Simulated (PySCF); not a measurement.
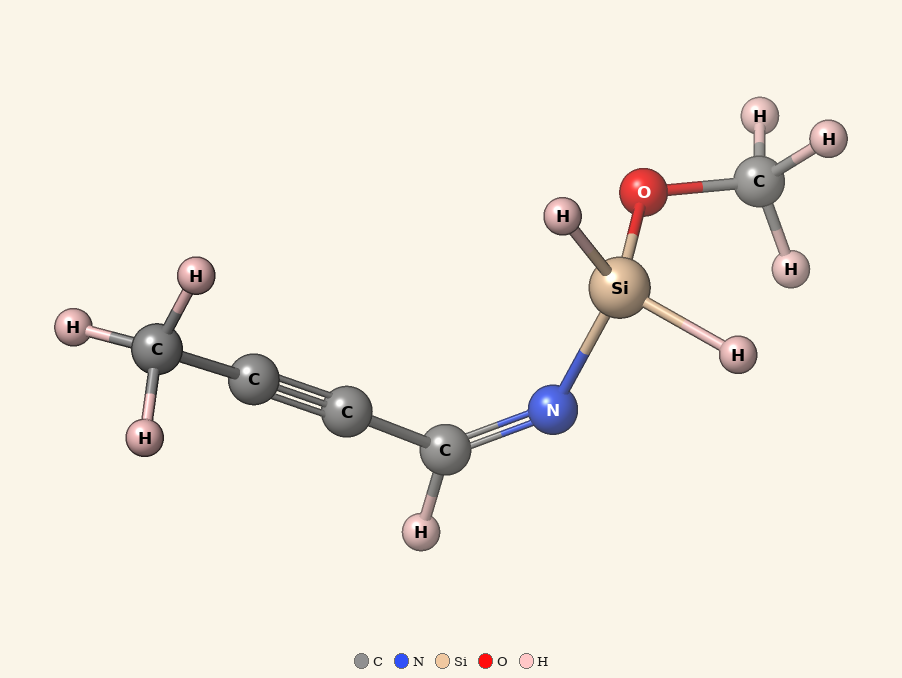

Orthographic view. Atoms fade into the background with distance from the viewer. Geometry: a frame of a GFN2-xTB molecular-dynamics simulation, not a minimum.

> Give the standard InChI.

InChI=1S/C5H9NOSi/c1-3-4-5-6-8-7-2/h5H,8H2,1-2H3/b6-5-
